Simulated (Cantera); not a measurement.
Input: 1 mol C6H6, 0.24 mol NH3, equilibrated at 2323.15 K.

Cantera equilibrium calculation (NASA polynomials, part measured and part estimated; ideal gas, pure solids and liquids). Candidate condensed phases: C, C6H6, C7H8, C8H18; 92 gas species. The ideal-gas law is rough above about 30 bar. Rates play no part.

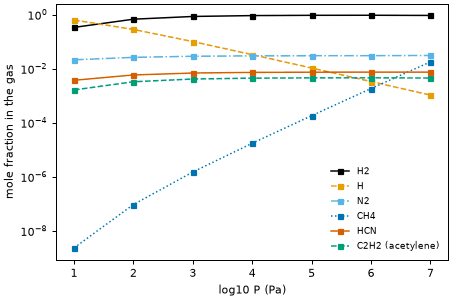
Figure: Equilibrium gas composition (values under 1e-9 drawn at 1e-9)

From 10.0 Pa to 1.00e7 Pa the condensed part is C(graphite). The main C-bearing gas is HCN at 10.0 Pa and CH4 at 1.00e7 Pa. The share of C in condensed phases is highest at 10.0 Pa (99.2 %) and lowest at 1.00e7 Pa (97.9 %).
